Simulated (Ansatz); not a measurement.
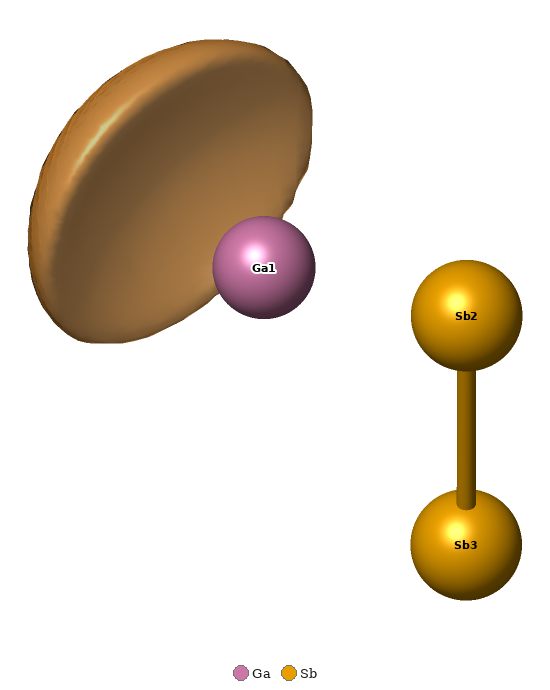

Figure. Ga···Sb₂ (doublet). Isosurface of the electron localisation function at 0.85 (orange), seen at an oblique angle. Only the valence region is drawn (cores and ρ < 0.01 e/Å³ removed).

Geometry: r2SCAN-D4/def2-TZVP; core potentials replace the inner electrons of Sb.

The calculation used UKS PBE0-D4/def2-TZVP in Ansatz.

```yaml
atoms:
  - { symbol: Ga, position_ang: [-0.8982, 0.5664, 1.4024] }
  - { symbol: Sb, position_ang: [0.4943, 0.9150, -1.1572] }
  - { symbol: Sb, position_ang: [0.4039, -1.4814, -0.2452] }
```

Identify the bonds, lone pairs and shells in this picture.

Answer. At this value the surface marks out one lobe on Ga, pointing away from the bonds (non-bonding electrons). Along the contacts the grid gives the following. Ga1···Sb3 (2.93 Å): the ELF reaches about 0.55 near the midpoint. Sb–Sb (2.57 Å): the ELF reaches about 0.60 near the midpoint.
